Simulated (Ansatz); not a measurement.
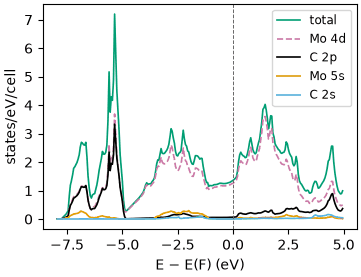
Figure: Total and projected density of states of Mo2C in space group P-3m1 (No. 164; Mo on 2d, C on 1b), the program Ansatz at the LDA level (PAW)

**Question.** Which orbitals carry the states next to the Fermi level?

**Answer.** Within 0.5 eV of the Fermi level: Mo 4d 91 %, C 2p 6 %. Projections are on Löwdin-orthogonalised atomic valence shells; empty p or d shells of many metals are not among them.

**Question.** Where is the tallest occupied peak in this window, and what makes it?

**Answer.** Near -5.3 eV, about 7.2 states/eV per cell; the largest projected share is Mo 4d.

The first step of the workflow began from a Materials Project structure, measured or hypothetical; the Crystallography Open Database copy checked does not list it. COD files the formula under space group No. 60, so this cell is another polymorph or a model. Whether it is the stable phase at ambient conditions was not checked. Symmetry was held in the LDA relaxation; of distortions, only those at the zone centre were tested. No spin polarisation was allowed. Spin–orbit coupling is left out wherever it is not named.

Potentials: the later of the program's two PAW sets.
